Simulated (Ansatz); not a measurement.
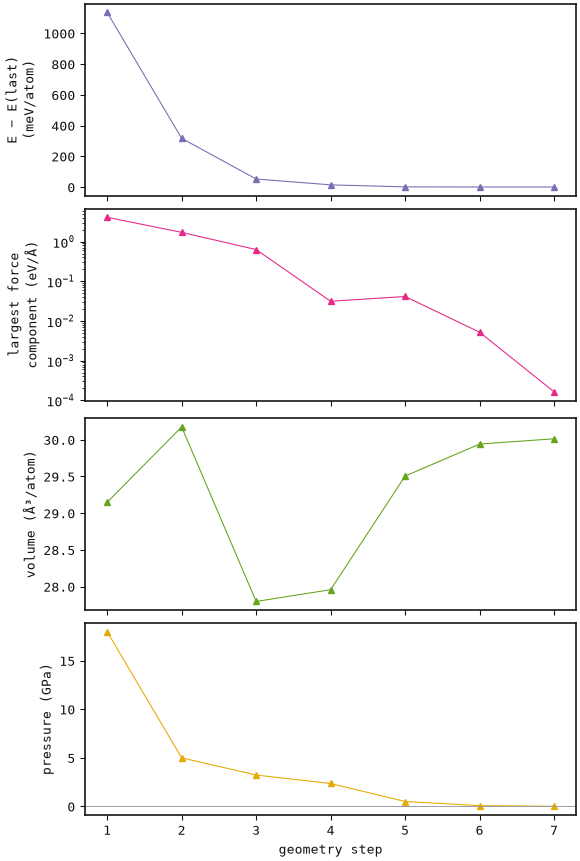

History of a geometry optimisation. Atoms and cell relax. A closing SCF on a freshly chosen basis isn't drawn.

```
crystal:
  lattice:
    - [5.262522, 0.0, 0.0]
    - [0.0, 5.262522, 0.0]
    - [0.0, 0.0, 5.262522]
  atoms:
    - { symbol: Sn, position: [0.0, 0.0, 0.0] }
    - { symbol: Cd, position: [0.25, 0.25, 0.25] }
    - { symbol: Cd, position: [0.75, 0.75, 0.25] }
    - { symbol: Cd, position: [0.25, 0.75, 0.75] }
    - { symbol: Cd, position: [0.75, 0.25, 0.75] }
  symmetry: { tolerance: 0.0003 }
kpoints:
  mp_grid: { grid: [4, 4, 4], shift: [0, 0, 0] }
magnetization:
  spin_polarized: false
scf:
  occupations: { method: fermi_dirac }
hamiltonian:
  pseudopotentials: { kind: paw }
  xc: pbe
basis:
  ecutwfc: "40.4 Ry"
output:
  forces: true
  stress: true
  eigenvalues: true
relax:
  max_steps: 40
  cell: {}
```

Command:
```bash
ansatz run input.yaml --threads 1 --pin off --max-ram 2560MiB --backend cpu --events-out ev --progress --plain --runs-dir out
```

How did the optimisation end?

Answer. The optimisation met its thresholds at geometry 7, counting the start as the first. The energy fell by about 1100 meV/atom from the first step to the last. The largest force component goes from about 4.1 eV/Å at the start to 1.6 × 10⁻⁴ eV/Å at the end.

Was the starting cell too large or too small?

Answer. The volume grows from 29.1 to 30.0 Å³ per atom (+3 %), as the pressure goes from 18 GPa to about 0 GPa. The start was compressed.

By which step was nine tenths of the energy gained?

Answer. By step 3 of 7.
